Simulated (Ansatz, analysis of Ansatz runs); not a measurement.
# Moving an added electron between Mn sites in Li2MnF5 (C2/c), part 2 of 3

Question: does an added electron stay on the Mn atom where it is started in Li2MnF5 (C2/c), and if so, how high is the barrier for a hop to another Mn site nearby? Model: a cell of 64 host atoms.

Ansatz 0.2.0; plane-wave PAW DFT, PBEsol+U; relaxation of all atoms of a supercell at fixed charge in a uniform background; PAW set soft_1.

So far. Step 2 (The cell without the carrier): The largest displacement from an ideal site is 0.004 Å.

## (3) The electron on the first site

The nearest neighbour or neighbours of the site start displaced and the site's starting moment is changed by the carrier's spin, since a carrier doesn't trap itself in the undistorted lattice.

A.relax/input.yaml

```yaml
crystal:
  lattice:
    - [-2.81247804, 4.98286665, 6.85548075]
    - [7.18059468, 0.0, 6.83994485]
    - [9.99307272, 4.98286665, -0.01553589]
  atoms:
    - { symbol: Li, position: [0.298087, 0.941905, 0.19188] }
    - { symbol: Li, position: [0.298114, 0.941573, 0.692005] }
    - { symbol: Li, position: [0.798303, 0.442205, 0.191699] }
    - { symbol: Li, position: [0.798053, 0.441966, 0.691774] }
    - { symbol: Li, position: [0.057024, 0.68276, 0.450965] }
    - { symbol: Li, position: [0.057425, 0.682908, 0.950875] }
    - { symbol: Li, position: [0.557338, 0.182901, 0.450892] }
    - { symbol: Li, position: [0.557106, 0.182837, 0.950858] }
    - { symbol: Li, position: [0.200995, 0.55928, 0.307022] }
    - { symbol: Li, position: [0.200959, 0.558797, 0.807255] }
    - { symbol: Li, position: [0.701097, 0.05922, 0.306951] }
    - { symbol: Li, position: [0.700936, 0.058954, 0.807194] }
    - { symbol: Li, position: [0.441888, 0.818052, 0.048055] }
    - { symbol: Li, position: [0.442022, 0.818292, 0.547976] }
    - { symbol: Li, position: [0.941947, 0.31819, 0.048047] }
    - { symbol: Li, position: [0.941827, 0.318074, 0.548092] }
    - { symbol: Mn, position: [0.249624, 0.250504, 0.24953], spin: 4.0 }
    - { symbol: Mn, position: [0.249543, 0.250415, 0.749446], spin: 4.0 }
    - { symbol: Mn, position: [0.749518, 0.750528, 0.24947], spin: 4.0 }
    - { symbol: Mn, position: [0.74967, 0.750454, 0.749448], spin: 4.0 }
    - { symbol: Mn, position: [-0.000491, 0.000565, -0.000575], spin: 4.0 }
    - { symbol: Mn, position: [-0.0004, 0.000531, 0.499467], spin: 4.0 }
    - { symbol: Mn, position: [0.499683, 0.500384, -0.000511], spin: 4.0 }
    - { symbol: Mn, position: [0.499487, 0.500531, 0.499493], spin: 5.0 }
    - { symbol: F, position: [0.483395, 0.26673, 0.233258] }
    - { symbol: F, position: [0.482371, 0.253575, 0.74626] }
    - { symbol: F, position: [0.983225, 0.766855, 0.233153] }
    - { symbol: F, position: [0.983469, 0.766626, 0.733269] }
    - { symbol: F, position: [0.015801, 0.234392, 0.265708] }
    - { symbol: F, position: [0.015736, 0.23431, 0.765684] }
    - { symbol: F, position: [0.516736, 0.747292, 0.252737] }
    - { symbol: F, position: [0.515972, 0.734069, 0.765726] }
    - { symbol: F, position: [0.263621, 0.687257, 0.403195] }
    - { symbol: F, position: [0.278178, 0.675908, 0.908995] }
    - { symbol: F, position: [0.778066, 0.175859, 0.409054] }
    - { symbol: F, position: [0.777941, 0.175869, 0.909026] }
    - { symbol: F, position: [0.159238, 0.387141, 0.027969] }
    - { symbol: F, position: [0.159091, 0.387137, 0.527879] }
    - { symbol: F, position: [0.659098, 0.886997, 0.027942] }
    - { symbol: F, position: [0.659212, 0.887164, 0.527886] }
    - { symbol: F, position: [0.221063, 0.825121, 0.089889] }
    - { symbol: F, position: [0.221173, 0.825286, 0.589888] }
    - { symbol: F, position: [0.721183, 0.324874, 0.089968] }
    - { symbol: F, position: [0.735367, 0.313867, 0.5957] }
    - { symbol: F, position: [0.340027, 0.113841, 0.471075] }
    - { symbol: F, position: [0.339974, 0.113782, 0.971008] }
    - { symbol: F, position: [0.83998, 0.614019, 0.471004] }
    - { symbol: F, position: [0.84008, 0.613755, 0.971036] }
    - { symbol: F, position: [0.058336, 0.090897, 0.088767] }
    - { symbol: F, position: [0.058311, 0.090759, 0.588964] }
    - { symbol: F, position: [0.558521, 0.590708, 0.088844] }
    - { symbol: F, position: [0.56202, 0.596575, 0.594721] }
    - { symbol: F, position: [0.338936, 0.012042, 0.308292] }
    - { symbol: F, position: [0.338869, 0.011907, 0.808274] }
    - { symbol: F, position: [0.838989, 0.512016, 0.308339] }
    - { symbol: F, position: [0.839055, 0.511983, 0.808227] }
    - { symbol: F, position: [0.437009, 0.404465, 0.404266] }
    - { symbol: F, position: [0.440742, 0.410134, 0.910114] }
    - { symbol: F, position: [0.94085, 0.910233, 0.410048] }
    - { symbol: F, position: [0.940751, 0.910232, 0.910065] }
    - { symbol: F, position: [0.160332, 0.489026, 0.190676] }
    - { symbol: F, position: [0.160263, 0.48889, 0.690692] }
    - { symbol: F, position: [0.660082, 0.989025, 0.190613] }
    - { symbol: F, position: [0.660323, 0.988884, 0.690727] }
total_charge: -1
basis:
  ecutwfc: 420
  xc_grid: 2
hamiltonian:
  xc: pbesol
  hubbard:
    sites: [{ species: Mn, l: d, u_eff: 4.5 }]
    projectors: ortho-atomic
  pseudopotentials: { kind: paw, azcp: { folder: soft_1 }, xc_functional: pbe }
kpoints:
  mp_grid: { grid: [1, 1, 1] }
magnetization:
  spin_polarized: true
  initial_magnetization: 33
  spin_locking: { lock_magnetization: hard }
scf:
  occupations: { method: fermi_dirac, width: 0.01 }
  max_iter: 120
  lower_state_search: "off"
output:
  forces: true
relax:
  f_tol: 0.015
  max_steps: 70
  escape_saddle: false
checkpoint:
  write: "../A.relax.run"
  compress: false
  write_wavefunctions: true
  write_every: 100000
```

Run with:

```sh
ansatz run input.yaml --threads 4 --pin off --max-ram 9420MiB --backend cpu --events-out ev --progress --plain --runs-dir out
```

Numbers of over 12 decimals in the logs are rounded to 6 here.

The program printed:

```text
[...]
Crystal: 64 atoms, lattice volume = 682.290 Å³
Basis set: ecut = 420 eV, 13355 PW (Γ), exchange–correlation on 120×144×150 points (8 copies of the dense FFT grid, shifted against one another)
Bands: 305, of which v1, the nominal top of the filled ones, is band 225 counted from 1 (224 counted from 0)
Symmetry: 1 space group operations
[...]
k-points: 1
[...]
Starting moments: Σ|m| = 33 μB on 8 of 64 sites
[...]
SCF iter   1: F=—  HF=-66437.029099 eV  |F-HF|=—  |Δ(HF+E_count)|=         —  Δρ=4.34e-1 (↑1.39e-1 ↓4.34e-1)  dr2=2.35e3  dr2_m=1.41e2  M=33.000 μB ∫|m|=33.008 μB  β_m=0.30  ethr=3.10e-3  ⟨swp⟩=6.0  Hψ=2342  notcnv=0  defer=20
[...]
spin=Collinear: Kerker preconditioning applied to the charge; magnetization (m = ρ↑ − ρ↓) channel mixes plain (no charge-response kernel on spin).
SCF iter   2: F=—  HF=-66263.876452 eV  |F-HF|=—  |Δ(HF+E_count)|=    1.73e2  Δρ=9.81e-2 (↑6.00e-2 ↓9.81e-2)  dr2=7.22e1  dr2_m=9.58e0  M=33.000 μB ∫|m|=34.041 μB  β_m=0.27  ethr=3.10e-3  ⟨swp⟩=5.0  Hψ=1767  notcnv=0  defer=111
[...]
SCF iter  39: F=-66257.590312 eV  HF=-66257.590315 eV  |F-HF|=3.34e-6  |Δ(HF+E_count)|=   4.20e-7  Δρ=2.23e-5 (↑2.23e-5 ↓2.27e-6)  dr2=4.40e-6  dr2_m=7.86e-7  M=33.000 μB ∫|m|=34.425 μB  ethr=1.25e-9  ⟨swp⟩=1.0  Hψ=1116  notcnv=0
SCF 1 converged in 39 iterations: F = -66257.590312 eV  dr2 = 4.40e-6
[...]
relax step   1: F+E_penalty+E_count = -66257.59031197 eV  Δ(F+E_penalty+E_count) = +0.000e0 eV  max|allowed force component| = 3.764e-1 eV/Å  Δτ_max = 0.0000 Å  (39 SCF iters, dr2 threshold 5.63e-6 eV, accepted)
[...]
relax step   2: F+E_penalty+E_count = -66257.69354150 eV  Δ(F+E_penalty+E_count) = -1.032e-1 eV  max|allowed force component| = 3.447e-1 eV/Å  Δτ_max = 0.0336 Å  (16 SCF iters, dr2 threshold 8.85e-6 eV, accepted)
relax step   3: F+E_penalty+E_count = -66257.81996798 eV  Δ(F+E_penalty+E_count) = -1.264e-1 eV  max|allowed force component| = 2.321e-1 eV/Å  Δτ_max = 0.0777 Å  (11 SCF iters, dr2 threshold 7.42e-6 eV, accepted)
relax step   4: F+E_penalty+E_count = -66257.86432780 eV  Δ(F+E_penalty+E_count) = -4.436e-2 eV  max|allowed force component| = 1.505e-1 eV/Å  Δτ_max = 0.0767 Å  (6 SCF iters, dr2 threshold 2.44e-5 eV, accepted)
relax step   5: F+E_penalty+E_count = -66257.88621639 eV  Δ(F+E_penalty+E_count) = -2.189e-2 eV  max|allowed force component| = 5.094e-2 eV/Å  Δτ_max = 0.0231 Å  (6 SCF iters, dr2 threshold 9.53e-6 eV, accepted)
relax step   6: F+E_penalty+E_count = -66257.89017707 eV  Δ(F+E_penalty+E_count) = -3.961e-3 eV  max|allowed force component| = 1.978e-2 eV/Å  Δτ_max = 0.0133 Å  (7 SCF iters, dr2 threshold 2.97e-7 eV, accepted)
SCF iter   1: F=—  HF=-66257.890430 eV  |F-HF|=—  |Δ(HF+E_count)|=         —  Δρ=3.25e-4 (↑3.25e-4 ↓2.91e-4)  dr2=1.07e-3  dr2_m=4.39e-5  M=33.000 μB ∫|m|=34.433 μB  β_m=0.30  ethr=2.45e-6  ⟨swp⟩=4.5  Hψ=1358  notcnv=0  defer=119
[...]
SCF iter   7: F=-66257.891361 eV  HF=-66257.891361 eV  |F-HF|=7.10e-9  |Δ(HF+E_count)|=   1.80e-7  Δρ=1.74e-6 (↑1.74e-6 ↓1.21e-6)  dr2=2.74e-8  dr2_m=2.50e-9  M=33.000 μB ∫|m|=34.431 μB  ethr=2.23e-11  ⟨swp⟩=3.0  Hψ=1510  notcnv=0
SCF 7 converged in 7 iterations: F = -66257.891361 eV  dr2 = 2.74e-8
relax step   7: F+E_penalty+E_count = -66257.89136096 eV  Δ(F+E_penalty+E_count) = -1.184e-3 eV  max|allowed force component| = 1.011e-2 eV/Å  Δτ_max = 0.0107 Å  (7 SCF iters, accepted)
NSCF: frozen V_eff on 1 k-points
[...]
SCF converged after 7 iterations
[...]
Magnetization: 33.0000 μB (241.0000 up, 208.0000 down)
Absolute magnetization: 34.5075 μB (∫|ρ↑−ρ↓|, with the PAW one-centre terms)
[...]
Per-site moments (μB) at R_I (Å): [(0.000758917, 0.789138), (0.000898244, 0.775002), (0.000881975, 0.774311), [... 61 left out ...]
Free energy (F): -66257.891361 eV
[...]
Internal energy: -66257.891361 eV  (E = F + TS)
E sigma→0 (E₀):  -66257.891361 eV
Fermi energy:    4.516100 (↑ 4.516100, ↓ 4.348077) eV
[...]
--- Forces (eV/Å), atoms counted from 1 ---
  atom   1  Li     0.00079912     0.00106634    -0.00787641
  atom   2  Li     0.00360921    -0.00451480     0.00553124
  [... 2 atoms left out ...]
  atom   5  Li    -0.00125478    -0.00229082     0.00001266
  [... 2 atoms left out ...]
  atom   8  Li     0.00228895    -0.00659351    -0.00974581
  atom   9  Li    -0.00204582     0.00244658     0.00441145
  [... 8 atoms left out ...]
  atom  18  Mn    -0.00460008    -0.00735565     0.00856083
  [... 5 atoms left out ...]
  atom  24  Mn    -0.00006562    -0.00006327     0.00010606
  [... 1 atom left out ...]
  atom  26  F     -0.01010305    -0.00186075     0.00982370
  [... 6 atoms left out ...]
  atom  33  F     -0.00043030     0.00290127     0.00020115
  [... 4 atoms left out ...]
  atom  38  F     -0.00048392    -0.00176900    -0.00864448
  [... 18 atoms left out ...]
  atom  57  F      0.00299597     0.00538425    -0.00143920
  [... 4 atoms left out ...]
  atom  62  F      0.00334132     0.00344209    -0.00480323
  [... 2 atoms left out ...]
  max |Σ_I F_I| component: 1.92e-6 eV/Å
--- Band table (eV) ---
[...]
Occupation matrices written to <dir>
--- Relaxed structure (7 steps of the walk, 7 accepted, 0 SCFs on fresh bases) ---
  F+E_penalty+E_count = -66257.89136096 eV   max|allowed force component| = 1.011e-2 eV/Å
  atoms:
    - { symbol: Li, position: [0.291827, 0.921337, 0.209576] }
    - { symbol: Li, position: [0.299445, 0.944568, 0.690790] }
    [... 2 atoms left out ...]
    - { symbol: Li, position: [0.061145, 0.686766, 0.445319] }
    [... 2 atoms left out ...]
    - { symbol: Li, position: [0.557566, 0.180051, 0.950394] }
    - { symbol: Li, position: [0.208103, 0.561143, 0.308327] }
    [... 8 atoms left out ...]
    - { symbol: Mn, position: [0.251404, 0.251682, 0.749016] }
    [... 5 atoms left out ...]
    - { symbol: Mn, position: [0.499564, 0.500492, 0.499480] }
    [... 1 atom left out ...]
    - { symbol: F, position: [0.485229, 0.261252, 0.737857] }
    [... 6 atoms left out ...]
    - { symbol: F, position: [0.253213, 0.699952, 0.389058] }
    [... 4 atoms left out ...]
    - { symbol: F, position: [0.159088, 0.386342, 0.529135] }
    [... 18 atoms left out ...]
    - { symbol: F, position: [0.432173, 0.406304, 0.396676] }
    [... 4 atoms left out ...]
    - { symbol: F, position: [0.162045, 0.492129, 0.688656] }
    [... 2 atoms left out ...]
```

Run time: 2.2 min. Hardware: 4 threads of Arm Neoverse V1, shared host; peak memory 1.5 GiB.

The steps of the relaxation:

```tsv
step	energy less that of the first step (eV)	largest force component (eV/Å)
1	0.0000	0.3764
2	-0.1032	0.3447
3	-0.2297	0.2321
4	-0.2740	0.1505
5	-0.2959	0.0509
6	-0.2999	0.0198
7	-0.3010	0.0101
```

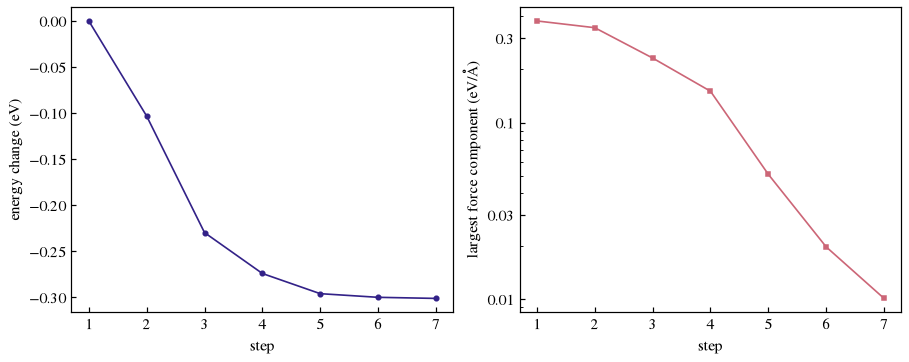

Energy and largest force along the relaxation.

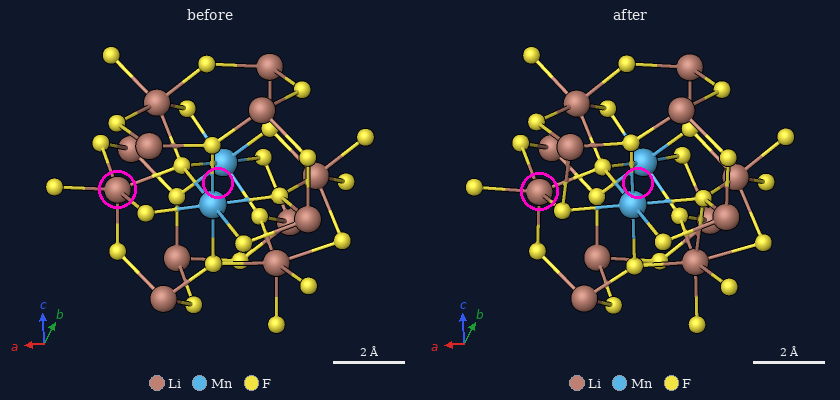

Before and after: the atoms that start within 5 Å of the centre. Li12, which moves most, is ringed if it is among them. A ring with no atom in it marks the empty centre.

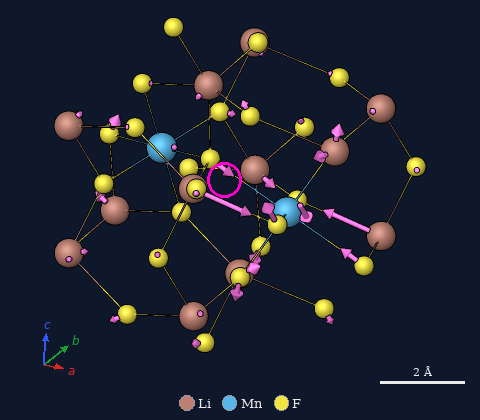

Displacements in the relaxation near the centre, exaggerated; the longest in the cell stands for 0.20 Å. A ring marks the centre wherever it is empty.

The atoms that moved most (Å):

```tsv
atom	dx	dy	dz	length
Li12	-0.047	-0.057	0.186	0.200
Li1	0.047	0.057	-0.184	0.198
F44	0.020	0.123	-0.016	0.126
F33	-0.021	-0.122	0.016	0.125
F26	-0.037	-0.028	0.072	0.086
F31	0.037	0.028	-0.071	0.085
F57	-0.049	-0.062	-0.020	0.082
F52	0.048	0.062	0.021	0.081
```

The moves above count from the input, in which the site's nearest neighbours were already displaced; the distances below compare with the cell without the carrier.

Distances from Mn24 without and with the electron:

```tsv
atom	without (Å)	with (Å)
F33	1.86	2.08
F44	1.86	2.08
F57	1.86	2.06
F52	1.86	2.06
F31	2.15	2.18
F26	2.15	2.18
```

The largest changes of the moments are 0.86 μB on Mn24, 0.03 μB on F57 and 0.03 μB on F52. The largest part sits on the chosen site.

## (4) The electron on the second site

The same start is made on the second site, to get the end of the hop.

B.relax/input.yaml

```yaml
crystal:
  lattice:
    - [-2.81247804, 4.98286665, 6.85548075]
    - [7.18059468, 0.0, 6.83994485]
    - [9.99307272, 4.98286665, -0.01553589]
  atoms:
    - { symbol: Li, position: [0.298087, 0.941905, 0.19188] }
    - { symbol: Li, position: [0.298114, 0.941573, 0.692005] }
[... 15 atom lines left out ...]
    - { symbol: Mn, position: [0.249543, 0.250415, 0.749446], spin: 5.0 }
[... 5 atom lines left out ...]
    - { symbol: Mn, position: [0.499487, 0.500531, 0.499493], spin: 4.0 }
[... 1 atom line left out ...]
    - { symbol: F, position: [0.496336, 0.267617, 0.732295] }
[... 6 atom lines left out ...]
    - { symbol: F, position: [0.277901, 0.675882, 0.408983] }
[... 4 atom lines left out ...]
    - { symbol: F, position: [0.153252, 0.39588, 0.513648] }
[... 18 atom lines left out ...]
    - { symbol: F, position: [0.440788, 0.410194, 0.410119] }
[... 6 atom lines left out ...]
    - { symbol: F, position: [0.660323, 0.988884, 0.690727] }
total_charge: -1
basis:
  ecutwfc: 420
  xc_grid: 2
hamiltonian:
  xc: pbesol
  hubbard:
    sites: [{ species: Mn, l: d, u_eff: 4.5 }]
    projectors: ortho-atomic
  pseudopotentials: { kind: paw, azcp: { folder: soft_1 }, xc_functional: pbe }
kpoints:
  mp_grid: { grid: [1, 1, 1] }
magnetization:
  spin_polarized: true
  initial_magnetization: 33
  spin_locking: { lock_magnetization: hard }
scf:
  occupations: { method: fermi_dirac, width: 0.01 }
  max_iter: 120
  lower_state_search: "off"
output:
  forces: true
relax:
  f_tol: 0.015
  max_steps: 70
  escape_saddle: false
checkpoint:
  write: "../B.relax.run"
  compress: false
  write_wavefunctions: true
  write_every: 100000
```

The program printed:

```text
[...]
Crystal: 64 atoms, lattice volume = 682.290 Å³
Basis set: ecut = 420 eV, 13355 PW (Γ), exchange–correlation on 120×144×150 points (8 copies of the dense FFT grid, shifted against one another)
Bands: 305, of which v1, the nominal top of the filled ones, is band 225 counted from 1 (224 counted from 0)
Symmetry: 1 space group operations
[...]
k-points: 1
[...]
Starting moments: Σ|m| = 33 μB on 8 of 64 sites
[...]
SCF iter   1: F=—  HF=-66437.011953 eV  |F-HF|=—  |Δ(HF+E_count)|=         —  Δρ=4.34e-1 (↑1.39e-1 ↓4.34e-1)  dr2=2.35e3  dr2_m=1.41e2  M=33.000 μB ∫|m|=33.008 μB  β_m=0.30  ethr=3.10e-3  ⟨swp⟩=6.0  Hψ=2342  notcnv=0  defer=20
[...]
F+E_penalty+E_count = -66257.89134568 eV   max|allowed force component| = 1.022e-2 eV/Å
  atoms:
    - { symbol: Li, position: [0.303753, 0.944248, 0.187861] }
    - { symbol: Li, position: [0.299261, 0.941414, 0.693558] }
[...]
- { symbol: Li, position: [0.058415, 0.672439, 0.458008] }
[...]
- { symbol: Li, position: [0.539496, 0.173720, 0.957196] }
    - { symbol: Li, position: [0.195414, 0.556774, 0.311068] }
[...]
- { symbol: Mn, position: [0.249590, 0.250478, 0.749456] }
[...]
- { symbol: Mn, position: [0.499124, 0.497917, 0.501298] }
    [... 1 atom left out ...]
    - { symbol: F, position: [0.487969, 0.265682, 0.735116] }
[...]
- { symbol: F, position: [0.279239, 0.675434, 0.408986] }
    [... 4 atoms left out ...]
    - { symbol: F, position: [0.139134, 0.407798, 0.503107] }
    [... 18 atoms left out ...]
    - { symbol: F, position: [0.438781, 0.407178, 0.411946] }
    [... 4 atoms left out ...]
    - { symbol: F, position: [0.146785, 0.514879, 0.682058] }
    [... 2 atoms left out ...]
[key lines of the parts left out:]
SCF converged after 7 iterations
Magnetization: 33.0000 μB (241.0000 up, 208.0000 down)
Free energy (F): -66257.891346 eV
Fermi energy:    4.515709 (↑ 4.515709, ↓ 4.347989) eV
```

Run time: 2.4 min. Hardware: 4 threads; peak memory 1.5 GiB.

Distances from Mn18 without and with the electron:

```tsv
atom	without (Å)	with (Å)
F38	1.86	2.08
F46	1.86	2.08
F54	1.87	2.06
F62	1.87	2.06
F30	2.15	2.18
F26	2.15	2.18
```

The largest changes of the moments are 0.86 μB on Mn18, 0.03 μB on F62 and 0.03 μB on F46. The largest part sits on the chosen site.

(Continued in part 3 of 3.)

[Logs are printed without paths, hosts, clocks, repeated set-up lines and the standing remarks that a program may print on its own settings, such as how far it seeks lower states.]

[Hosts, paths, dates, database ids (printed as entryN), source tags and the programs' standing remarks are cut or masked in the printed files.]
